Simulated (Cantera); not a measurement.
Feed: 1 mol Si₂Cl₆, 4.4 mol NH₃, a varied amount of H₂, held at 1623 K and 75.0 Torr.

These are equilibrium values from Cantera (NASA tables, ideal gas, pure condensed phases), not measurements of a reactor. Candidate condensed phases: NH₄Cl, Si, Si₃N₄; 28 gas species. The feed counts by its element totals alone. The tables' values for SiCl₃ are old estimates; treat these amounts as uncertain. Rates play no part.

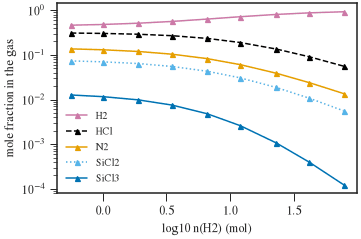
*Equilibrium gas composition (values under 1e-9 drawn at 1e-9)*

### Question
Read off the mole fractions at 23 mol H₂.

### Answer
H₂ about 0.81, HCl about 0.14, N₂ about 0.039, SiCl₂ about 0.019, SiCl₃ about 0.0011.
